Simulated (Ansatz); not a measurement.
All values below come from PBE (plane waves to 420 eV, PAW; Ansatz, a first-principles code).

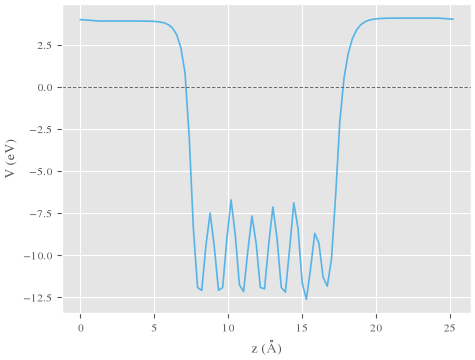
Figure. Planar average of the electrostatic potential across the slab, in eV from the Fermi level, for a constructed model of the (100) surface of bcc Fe, ferromagnetic (in the relaxation 1 Fe–Ti bonds formed), a pseudomorphic layer of Ti in the host's stacking (bottom of the slab: a bare face, its two planes held)

Model: 7-atom slab, 9.4 Å thick at the start (thin: gaps and levels are the slab's own), 13x13x1 mesh, Fermi-Dirac 0.1 eV, dipole correction, 2 atoms held, the rest relaxed; start symmetry kept, larger cells not searched; spin-polarised, ending with about 13.1 μB a cell; orders that need a larger cell were not tried, no spin-orbit, no U. It is one candidate, not shown to be the stable structure of the face.

The vacuum level lies 4.08 eV above the Fermi level over the top face and 3.91 eV above it under the bottom face.
